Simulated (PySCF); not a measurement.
SMILES C[SiH](C)c1ccccc1 at its GFN2-xTB optimised geometry (Å):

```
21

Si     1.0058    -2.7316     0.0000
C      0.3572    -3.6169     1.5557
C      0.3579    -3.6174    -1.5557
C      0.3988    -0.9367     0.0000
C      1.2905     0.1311     0.0056
C      0.8448     1.4407     0.0055
C     -0.5132     1.7099    -0.0001
C     -1.4179     0.6617    -0.0055
C     -0.9625    -0.6440    -0.0055
H      2.4798    -2.7316     0.0000
H      0.6801    -4.6534     1.5802
H     -0.7285    -3.6108     1.5930
H      0.7172    -3.1378     2.4612
H     -0.7281    -3.6257    -1.5854
H      0.6942    -4.6493    -1.5876
H      0.7052    -3.1291    -2.4612
H      2.3525    -0.0696     0.0099
H      1.5565     2.2542     0.0099
H     -0.8652     2.7316    -0.0001
H     -2.4798     0.8647    -0.0099
H     -1.6796    -1.4534    -0.0099
```

Computed with PBE0/def2-SVP (PySCF 2.14.0).

Map of the deformation density (molecule minus spherical neutral atoms) (e/bohr³) on the plane z = 0.6 Å:

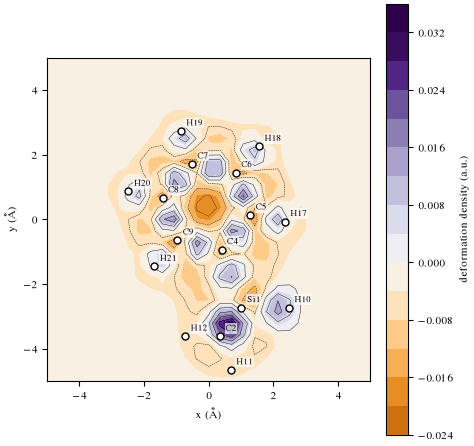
Fig. 1. Deformation density (molecule minus spherical neutral atoms) (e/bohr³) on the plane z = 0.6 Å.
